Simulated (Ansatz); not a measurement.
# linear Ir chain under tension and compression, part 2 of 3

Wanted: energy, moment and open channels of the linear Ir chain from 12 % compression to 30 % stretch.

Ansatz 0.2.0; DFT PBE, plane waves, PAW; relaxation of a chain's period (the session's first sound run).

So far, absolute moment (μB): step 2 (the relaxed wire) 0.645.

## (3) At a set period, period over the relaxed period 0.88, k-mesh 1×1×40

This step: DFT PBE, plane waves, PAW; channels and complex bands of a perfect chain (Ansatz 0.2.0).

The period is set to 0.88 times the relaxed one: shorter bonds widen the bands.

The cell differs from the one that the last finished run ended in (c 2.283 → 2.009 Å).

Contents of input.yaml:

```yaml
crystal:
  lattice:
    - [7.5, 0.0, 0.0]
    - [0.0, 7.5, 0.0]
    - [0.0, 0.0, 2.0090403806]
  atoms:
    - { symbol: Ir, position: [0.5, 0.5, 0.0], spin: 0.46 }
magnetization:
  spin_polarized: true
kpoints:
  mp_grid: { grid: [1, 1, 40] }
scf:
  occupations: { method: fermi_dirac, width: 0.05 }
hamiltonian:
  xc: pbe
output:
  transmission:
    e_range: [-2, 2]
    de: 0.035
    kmesh: [1, 1]
    reduced_basis: true
    leads: [[0, 0]]
  stress: true
```

Started as:

```bash
$ ansatz run input.yaml --threads 4 --pin off --max-ram 8192MiB --backend cpu --events-out ev --progress --plain --runs-dir out
```

Numbers of over 12 decimals in the logs are rounded to 6 here.

Log:

```text
[...]
Crystal: 1 atoms, lattice volume = 113.009 Å³
Basis set: ecut = 420 eV, 2215 PW (Γ)
Bands: 13, of which v1, the nominal top of the filled ones, is band 9 counted from 1 (8 counted from 0)
Symmetry: 16 space group operations
[...]
k-points: 21 of 40
[...]
Starting moments: Σ|m| = 0.46 μB on 1 of 1 site
[...]
SCF iter  12: F=-11930.173089 eV  HF=-11930.173089 eV  |F-HF|=1.82e-12  |Δ(HF+E_count)|=  2.73e-11  Δρ=3.81e-8 (↑3.81e-8 ↓2.78e-8)  dr2=4.15e-13  dr2_m=9.02e-13  M=0.365 μB ∫|m|=0.371 μB  ethr=1.00e-12  ⟨swp⟩=2.0  Hψ=1484  notcnv=0
SCF 1 converged in 12 iterations: F = -11930.173089 eV  dr2 = 4.15e-13
[...]
transmission: 6 of 36 steps passed
transmission: 9 of 36 steps passed
[...]
transmission: 36 of 36 steps passed
SCF converged after 12 iterations
Magnetization: 0.3655 μB (8.6827 up, 8.3173 down)
Absolute magnetization: 0.3705 μB (∫|ρ↑−ρ↓|, with the PAW one-centre terms)
[...]
Per-site moments (μB) at R_I (Å): [(0.232791, 0.828729)]
Free energy (F): -11930.173089 eV
[...]
Internal energy: -11930.160827 eV  (E = F + TS)
E sigma→0 (E₀):  -11930.166958 eV
Entropy (-TS):   -0.012262 eV (-12.262 meV/atom)
Fermi energy:    -1.372673 eV
[...]
--- Stress (GPa, compression-positive) ---
       -0.111871       0.000000       0.000000
        0.000000      -0.111871       0.000000
        0.000000       0.000000      34.582767
  P = ⅓ Tr σ = 11.4530 GPa (114.530 kbar)
--- Band table (eV; the first three rows and the last of 42) ---
  k-point 0 ↑: bands = [... 5 lower, -4.8606, -4.3343, -4.3296, 0.9987, 0.9987, 2.5485, 2.5485, 3.2479]
  k-point 1 ↑: bands = [... 5 lower, -4.8388, -4.3202, -4.3155, 0.8915, 0.8915, 2.5620, 2.5620, 3.2710]
  k-point 2 ↑: bands = [... 5 lower, -4.7731, -4.2780, -4.2734, 0.5796, 0.5796, 2.6103, 2.6103, 3.3403]
  k-point 20 ↓: bands = [... 5 lower, -8.6157, -1.0942, -1.0935, 0.5425, 5.7540, 10.4978, 10.4978, 11.6836]
--- Transmission ---
  basis      : 497 plane waves across, 3 finite elements along
  points     : 1, standing for a mesh of 1 x 1
  filling    : by the input's occupations and mesh, since the crystals that have channels conduct as metals do. If one of these is a semiconductor, that mesh has misplaced its level
  energies   : 115 from -2.000000 to 1.990000 eV about the Fermi level, 0.035000 eV apart; the leads are filled to 0.000000 eV, and channels, transmission and decay are at -0.005000 eV
  crystal 0  : Ir1, at the sites [0, 0], period 2.0090 Å: whole cells are its period
    offset         : up to 0.0000 Å between an atom of the period and one for which it stands
    filled         : 51.1 meV over the level at which it is neutral
    channels       : 4.000000e0 up, 6.000000e0 down
    conductance    : 6.9373e14 S/m² at 300 K; may be off by some 0.0 % by where its bands' edges are placed, 3.5 % from the distance to neutral
```

Wall time 18 s (4 threads of Arm Neoverse V2, shared host); peak memory 0.45 GiB.

This step gave:

```
energy at zero smearing                                   : -11930.1670 eV
total moment                                              : 0.3655 μB
absolute moment                                           : 0.3705 μB
channels at the energy nearest the Fermi level, spin up   : 4
channels at the energy nearest the Fermi level, spin down : 6
conductance of the lead as this run defines it            : 5.036 G₀
band gap                                                  : 0 eV
```

Open channels of the lead against energy, zero at the Fermi level:

```csv
energy (eV),spin up,spin down
-2.000,6,6
-1.510,6,6
-0.985,6,6
-0.495,6,6
-0.005,4,6
0.485,4,4
1.010,4,4
1.500,4,4
```

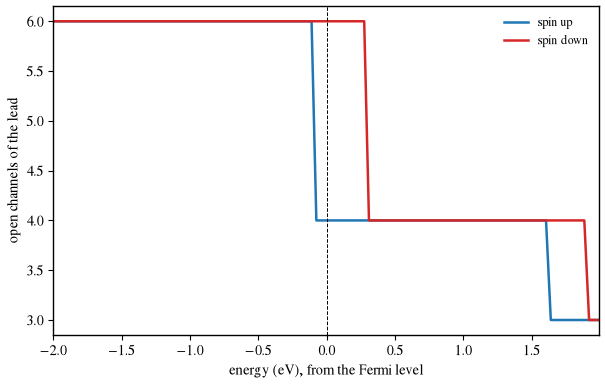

Open channels of the lead, plotted against energy.

Site moment by atom:

```csv
atom,site moment (μB)
Ir1,0.233
```

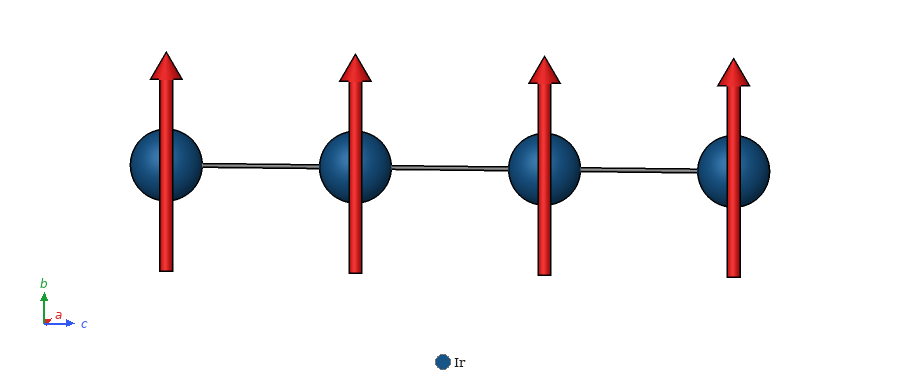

Site moment as arrows, the longest 0.233 μB. Up and down stand for the sign. Arrows give size and sign along the axis of quantisation, drawn up and down the page. 1×1×3 cells are drawn. Some periodic images of atoms are drawn too.

At the computed energy nearest the Fermi level there are 4 spin-up and 6 spin-down channels, and the thermal average gives 5.04 G₀.

## (4) The chain at a fixed length, period over the relaxed period 0.92, k-mesh 1×1×39

The period is set to 0.92 times the relaxed one: shorter bonds widen the bands.

The cell differs from the one that the last finished run ended in (c 2.009 → 2.100 Å).

input.yaml: that of step 3 with these lines changed.

```diff
@@ -4,3 +4,3 @@
     - [0.0, 7.5, 0.0]
-    - [0.0, 0.0, 2.0090403806]
+    - [0.0, 0.0, 2.1003603979]
   atoms:
@@ -10,3 +10,3 @@
 kpoints:
-  mp_grid: { grid: [1, 1, 40] }
+  mp_grid: { grid: [1, 1, 39] }
 scf:
```

Log:

```text
[...]
Crystal: 1 atoms, lattice volume = 118.145 Å³
Basis set: ecut = 420 eV, 2335 PW (Γ)
Bands: 13, of which v1, the nominal top of the filled ones, is band 9 counted from 1 (8 counted from 0)
Symmetry: 16 space group operations
[...]
k-points: 20 of 39
[...]
Starting moments: Σ|m| = 0.46 μB on 1 of 1 site
[...]
--- Transmission ---
  basis      : 497 plane waves across, 3 finite elements along
  points     : 1, standing for a mesh of 1 x 1
[...]
crystal 0  : Ir1, at the sites [0, 0], period 2.1004 Å: whole cells are its period
[...]
filled         : 28.4 meV over the level at which it is neutral
    channels       : 4.000000e0 up, 6.000000e0 down
[...]
[key lines of the parts left out:]
SCF converged after 11 iterations
Magnetization: 0.4705 μB (8.7353 up, 8.2647 down)
Free energy (F): -11931.002535 eV
Fermi energy:    -1.770291 eV
P = ⅓ Tr σ = 6.0032 GPa (60.032 kbar)
```

Run time: 17 s. Hardware: 4 threads; peak memory 0.44 GiB.

At the computed energy nearest the Fermi level there are 4 spin-up and 6 spin-down channels, and the thermal average gives 5.00 G₀.

## (5) At a set period, period over the relaxed period 0.96, k-mesh 1×1×37

The period is set to 0.96 times the relaxed one: shorter bonds widen the bands.

The cell differs from the one that the last finished run ended in (c 2.100 → 2.192 Å).

input.yaml: that of step 4 with these lines changed.

```diff
@@ -4,3 +4,3 @@
     - [0.0, 7.5, 0.0]
-    - [0.0, 0.0, 2.1003603979]
+    - [0.0, 0.0, 2.1916804152]
   atoms:
@@ -10,3 +10,3 @@
 kpoints:
-  mp_grid: { grid: [1, 1, 39] }
+  mp_grid: { grid: [1, 1, 37] }
 scf:
```

Log:

```text
[...]
Crystal: 1 atoms, lattice volume = 123.282 Å³
Basis set: ecut = 420 eV, 2431 PW (Γ)
Bands: 13, of which v1, the nominal top of the filled ones, is band 9 counted from 1 (8 counted from 0)
Symmetry: 16 space group operations
[...]
k-points: 19 of 37
[...]
Starting moments: Σ|m| = 0.46 μB on 1 of 1 site
[...]
--- Transmission ---
  basis      : 497 plane waves across, 3 finite elements along
  points     : 1, standing for a mesh of 1 x 1
[...]
crystal 0  : Ir1, at the sites [0, 0], period 2.1917 Å: whole cells are its period
[...]
filled         : 10.6 meV over the level at which it is neutral
    channels       : 4.000000e0 up, 6.000000e0 down
[...]
[key lines of the parts left out:]
SCF converged after 10 iterations
Magnetization: 0.6060 μB (8.8030 up, 8.1970 down)
Free energy (F): -11931.402980 eV
Fermi energy:    -2.060010 eV
P = ⅓ Tr σ = 2.2700 GPa (22.700 kbar)
```

Wall time 16 s (4 threads); peak memory 0.44 GiB; 50 s of CPU time.

At the computed energy nearest the Fermi level there are 4 spin-up and 6 spin-down channels, and the thermal average gives 5.00 G₀.

## (6) At a set period, period over the relaxed period 1, k-mesh 1×1×36

The period is set to 1.0 times the relaxed one, as the point of reference.

input.yaml: that of step 5 with these lines changed.

```diff
@@ -4,3 +4,3 @@
     - [0.0, 7.5, 0.0]
-    - [0.0, 0.0, 2.1916804152]
+    - [0.0, 0.0, 2.2830004325]
   atoms:
@@ -10,3 +10,3 @@
 kpoints:
-  mp_grid: { grid: [1, 1, 37] }
+  mp_grid: { grid: [1, 1, 36] }
 scf:
```

Log:

```text
[...]
Crystal: 1 atoms, lattice volume = 128.419 Å³
Basis set: ecut = 420 eV, 2511 PW (Γ)
Bands: 13, of which v1, the nominal top of the filled ones, is band 9 counted from 1 (8 counted from 0)
Symmetry: 16 space group operations
[...]
k-points: 19 of 36
[...]
Starting moments: Σ|m| = 0.46 μB on 1 of 1 site
[...]
--- Transmission ---
  basis      : 497 plane waves across, 3 finite elements along
  points     : 1, standing for a mesh of 1 x 1
[...]
crystal 0  : Ir1, at the sites [0, 0], period 2.2830 Å: whole cells are its period
[...]
filled         : 5.9 meV over the level at which it is neutral
    channels       : 4.000000e0 up, 6.000000e0 down
[...]
[key lines of the parts left out:]
SCF converged after 10 iterations
Magnetization: 0.6633 μB (8.8316 up, 8.1684 down)
Free energy (F): -11931.508700 eV
Fermi energy:    -2.308318 eV
P = ⅓ Tr σ = -0.1293 GPa (-1.293 kbar)
```

Elapsed: 14 s, on 4 threads; peak memory 0.42 GiB.

The open channels of the lead by energy, zero at the Fermi level:

```csv
energy (eV),spin up,spin down
-2.0000,4,3
-1.7550,6,4
-1.5100,6,4
-1.2650,6,6
-0.9850,6,6
-0.7400,6,6
-0.4950,6,6
-0.2500,4,6
-0.0050,4,6
0.2400,4,6
0.4850,4,4
0.7650,3,4
1.0100,3,4
1.2550,3,3
1.5000,3,3
1.7450,3,3
```

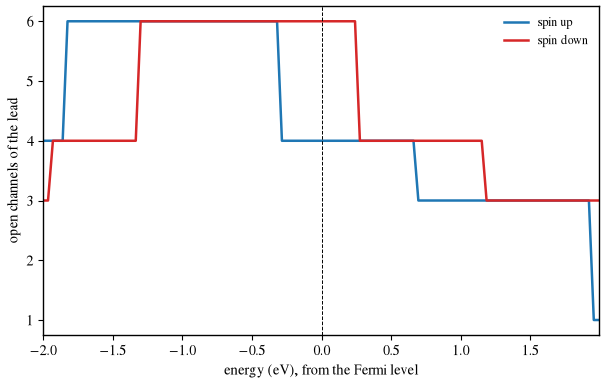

Open channels of the lead against energy.

At the computed energy nearest the Fermi level there are 4 spin-up and 6 spin-down channels, and the thermal average gives 5.00 G₀.

## (7) At a set period, period over the relaxed period 1.04, k-mesh 1×1×34

The period is set to 1.04 times the relaxed one: longer bonds narrow the bands.

The cell differs from the one that the last finished run ended in (c 2.283 → 2.374 Å).

input.yaml: that of step 6 with these lines changed.

```diff
@@ -4,3 +4,3 @@
     - [0.0, 7.5, 0.0]
-    - [0.0, 0.0, 2.2830004325]
+    - [0.0, 0.0, 2.3743204498]
   atoms:
@@ -10,3 +10,3 @@
 kpoints:
-  mp_grid: { grid: [1, 1, 36] }
+  mp_grid: { grid: [1, 1, 34] }
 scf:
```

Log:

```text
[...]
Crystal: 1 atoms, lattice volume = 133.556 Å³
Basis set: ecut = 420 eV, 2599 PW (Γ)
Bands: 13, of which v1, the nominal top of the filled ones, is band 9 counted from 1 (8 counted from 0)
Symmetry: 16 space group operations
[...]
k-points: 18 of 34
[...]
Starting moments: Σ|m| = 0.46 μB on 1 of 1 site
[...]
--- Transmission ---
  basis      : 497 plane waves across, 3 finite elements along
  points     : 1, standing for a mesh of 1 x 1
[...]
crystal 0  : Ir1, at the sites [0, 0], period 2.3743 Å: whole cells are its period
[...]
filled         : 5.9 meV under the level at which it is neutral
    channels       : 4.000000e0 up, 6.000000e0 down
[...]
[key lines of the parts left out:]
SCF converged after 10 iterations
Magnetization: 0.7237 μB (8.8618 up, 8.1382 down)
Free energy (F): -11931.426711 eV
Fermi energy:    -2.526708 eV
P = ⅓ Tr σ = -1.6395 GPa (-16.395 kbar)
```

Run time: 14 s. Hardware: 4 threads; peak memory 0.42 GiB; 45 s of CPU time.

At the computed energy nearest the Fermi level there are 4 spin-up and 6 spin-down channels, and the thermal average gives 5.00 G₀. The change of length costs 0.084 eV a cell and leaves an absolute moment of 0.73 μB a cell.

## (8) At a set period, period over the relaxed period 1.08, k-mesh 1×1×33

The period is set to 1.08 times the relaxed one: longer bonds narrow the bands.

The cell differs from the one that the last finished run ended in (c 2.374 → 2.466 Å).

input.yaml: that of step 7 with these lines changed.

```diff
@@ -4,3 +4,3 @@
     - [0.0, 7.5, 0.0]
-    - [0.0, 0.0, 2.3743204498]
+    - [0.0, 0.0, 2.4656404671]
   atoms:
@@ -10,3 +10,3 @@
 kpoints:
-  mp_grid: { grid: [1, 1, 34] }
+  mp_grid: { grid: [1, 1, 33] }
 scf:
```

Log:

```text
[...]
Crystal: 1 atoms, lattice volume = 138.692 Å³
Basis set: ecut = 420 eV, 2697 PW (Γ)
Bands: 13, of which v1, the nominal top of the filled ones, is band 9 counted from 1 (8 counted from 0)
Symmetry: 16 space group operations
[...]
k-points: 17 of 33
[...]
Starting moments: Σ|m| = 0.46 μB on 1 of 1 site
[...]
--- Transmission ---
  basis      : 497 plane waves across, 4 finite elements along
  points     : 1, standing for a mesh of 1 x 1
[...]
crystal 0  : Ir1, at the sites [0, 0], period 2.4656 Å: whole cells are its period
[...]
filled         : 9.2 meV under the level at which it is neutral
    channels       : 4.000000e0 up, 6.000000e0 down
[...]
[key lines of the parts left out:]
SCF converged after 10 iterations
Magnetization: 0.9754 μB (8.9877 up, 8.0123 down)
Free energy (F): -11931.228437 eV
Fermi energy:    -2.694767 eV
P = ⅓ Tr σ = -2.4833 GPa (-24.833 kbar)
```

Elapsed: 20 s, on 4 threads; peak memory 0.48 GiB; 65 s of CPU time.

At the computed energy nearest the Fermi level there are 4 spin-up and 6 spin-down channels, and the thermal average gives 5.00 G₀. The change of length costs 0.286 eV a cell and leaves an absolute moment of 0.98 μB a cell.

## (9) The chain at a fixed length, period over the relaxed period 1.13, k-mesh 1×1×32

The period is set to 1.13 times the relaxed one: longer bonds narrow the bands.

The cell differs from the one that the last finished run ended in (c 2.466 → 2.580 Å).

input.yaml: that of step 8 with these lines changed.

```diff
@@ -4,3 +4,3 @@
     - [0.0, 7.5, 0.0]
-    - [0.0, 0.0, 2.4656404671]
+    - [0.0, 0.0, 2.5797904887]
   atoms:
@@ -10,3 +10,3 @@
 kpoints:
-  mp_grid: { grid: [1, 1, 33] }
+  mp_grid: { grid: [1, 1, 32] }
 scf:
```

Log:

```text
[...]
Crystal: 1 atoms, lattice volume = 145.113 Å³
Basis set: ecut = 420 eV, 2857 PW (Γ)
Bands: 13, of which v1, the nominal top of the filled ones, is band 9 counted from 1 (8 counted from 0)
Symmetry: 16 space group operations
[...]
k-points: 17 of 32
[...]
Starting moments: Σ|m| = 0.46 μB on 1 of 1 site
[...]
--- Transmission ---
  basis      : 497 plane waves across, 4 finite elements along
  points     : 1, standing for a mesh of 1 x 1
[...]
crystal 0  : Ir1, at the sites [0, 0], period 2.5798 Å: whole cells are its period
[...]
filled         : 3.0 meV under the level at which it is neutral
    channels       : 3.000000e0 up, 6.000000e0 down
[...]
[key lines of the parts left out:]
SCF converged after 9 iterations
Magnetization: 1.4688 μB (9.2344 up, 7.7656 down)
Free energy (F): -11930.921170 eV
Fermi energy:    -2.815897 eV
P = ⅓ Tr σ = -2.8191 GPa (-28.191 kbar)
```

Elapsed: 17 s, on 4 threads; peak memory 0.46 GiB.

The open channels of the lead by energy, zero at the Fermi level:

```csv
energy (eV),spin up,spin down
-2.0000,3,3
-1.7550,4,3
-1.5100,6,3
-1.2650,6,3
-0.9850,6,3
-0.7400,4,4
-0.4950,4,6
-0.2500,4,6
-0.0050,3,6
0.2400,3,6
0.4850,3,4
0.7650,1,4
1.0100,1,3
1.2550,1,3
1.5000,1,1
1.7450,1,1
```

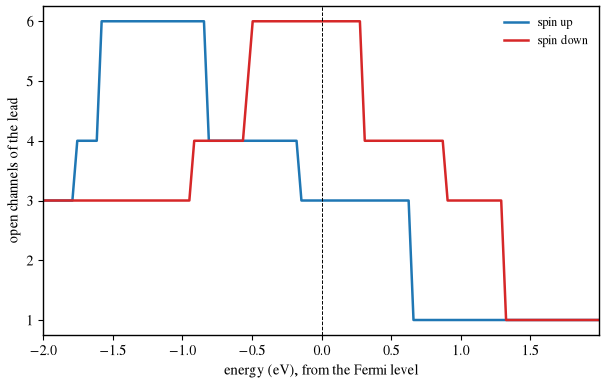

Open channels of the lead, plotted against energy.

At the computed energy nearest the Fermi level there are 3 spin-up and 6 spin-down channels, and the thermal average gives 4.50 G₀. The change of length costs 0.592 eV a cell and leaves an absolute moment of 1.47 μB a cell.

## (10) The chain at a fixed length, period over the relaxed period 1.2, k-mesh 1×1×30

The period is set to 1.2 times the relaxed one: longer bonds narrow the bands.

The cell differs from the one that the last finished run ended in (c 2.580 → 2.740 Å).

input.yaml: that of step 9 with these lines changed.

```diff
@@ -4,3 +4,3 @@
     - [0.0, 7.5, 0.0]
-    - [0.0, 0.0, 2.5797904887]
+    - [0.0, 0.0, 2.739600519]
   atoms:
@@ -10,3 +10,3 @@
 kpoints:
-  mp_grid: { grid: [1, 1, 32] }
+  mp_grid: { grid: [1, 1, 30] }
 scf:
```

Log:

```text
[...]
Crystal: 1 atoms, lattice volume = 154.103 Å³
Basis set: ecut = 420 eV, 3073 PW (Γ)
Bands: 13, of which v1, the nominal top of the filled ones, is band 9 counted from 1 (8 counted from 0)
Symmetry: 16 space group operations
[...]
k-points: 16 of 30
[...]
Starting moments: Σ|m| = 0.46 μB on 1 of 1 site
[...]
--- Transmission ---
  basis      : 497 plane waves across, 4 finite elements along
  points     : 1, standing for a mesh of 1 x 1
[...]
crystal 0  : Ir1, at the sites [0, 0], period 2.7396 Å: whole cells are its period
[...]
filled         : 2.2 meV over the level at which it is neutral
    channels       : 1.000000e0 up, 6.000000e0 down
[...]
[key lines of the parts left out:]
SCF converged after 11 iterations
Magnetization: 2.3013 μB (9.6507 up, 7.3493 down)
Free energy (F): -11930.459023 eV
Fermi energy:    -2.766534 eV
P = ⅓ Tr σ = -2.4450 GPa (-24.450 kbar)
```

Run time: 16 s. Hardware: 4 threads; peak memory 0.44 GiB; 56 s of CPU time.

At the computed energy nearest the Fermi level there are 1 spin-up and 6 spin-down channels, and the thermal average gives 3.56 G₀. The change of length costs 1.058 eV a cell and leaves an absolute moment of 2.31 μB a cell.

Between step 3 and this run (period over the relaxed period 1.2 and k-mesh 1×1×30) the value for the conductance of the lead as this run defines it moves from 5.04 G₀ to 3.56 G₀ (-29 %).

## (11) The chain at a fixed length, period over the relaxed period 1.3, k-mesh 1×1×27

The period is set to 1.3 times the relaxed one: longer bonds narrow the bands.

The cell differs from the one that the last finished run ended in (c 2.740 → 2.968 Å).

input.yaml: that of step 10 with these lines changed.

```diff
@@ -4,3 +4,3 @@
     - [0.0, 7.5, 0.0]
-    - [0.0, 0.0, 2.739600519]
+    - [0.0, 0.0, 2.9679005623]
   atoms:
@@ -10,3 +10,3 @@
 kpoints:
-  mp_grid: { grid: [1, 1, 30] }
+  mp_grid: { grid: [1, 1, 27] }
 scf:
```

Log:

```text
[...]
Crystal: 1 atoms, lattice volume = 166.944 Å³
Basis set: ecut = 420 eV, 3265 PW (Γ)
Bands: 13, of which v1, the nominal top of the filled ones, is band 9 counted from 1 (8 counted from 0)
Symmetry: 16 space group operations
[...]
k-points: 14 of 27
[...]
Starting moments: Σ|m| = 0.46 μB on 1 of 1 site
[...]
--- Transmission ---
  basis      : 497 plane waves across, 4 finite elements along
  points     : 1, standing for a mesh of 1 x 1
[...]
crystal 0  : Ir1, at the sites [0, 0], period 2.9679 Å: whole cells are its period
[...]
filled         : 15.0 meV over the level at which it is neutral
    channels       : 1.000000e0 up, 4.000000e0 down
[...]
[key lines of the parts left out:]
SCF converged after 10 iterations
Magnetization: 2.4069 μB (9.7034 up, 7.2966 down)
Free energy (F): -11929.944438 eV
Fermi energy:    -2.830200 eV
P = ⅓ Tr σ = -2.2781 GPa (-22.781 kbar)
```

The job ended after 11 s (4 threads; peak memory 0.4 GiB).

At the computed energy nearest the Fermi level there are 1 spin-up and 4 spin-down channels, and the thermal average gives 2.50 G₀. The change of length costs 1.564 eV a cell and leaves an absolute moment of 2.41 μB a cell.

Between step 3 and this run (period over the relaxed period 1.3 and k-mesh 1×1×27) the value for the conductance of the lead as this run defines it moves from 5.04 G₀ to 2.50 G₀ (-50 %).

(Continued in part 3 of 3.)

[Logs are printed without paths, hosts, clocks, repeated set-up lines and the standing remarks that a program may print on its own settings, such as how far it seeks lower states.]

[Hosts, paths, dates, database ids (printed as entryN), source tags and the programs' standing remarks are cut or masked in the printed files.]
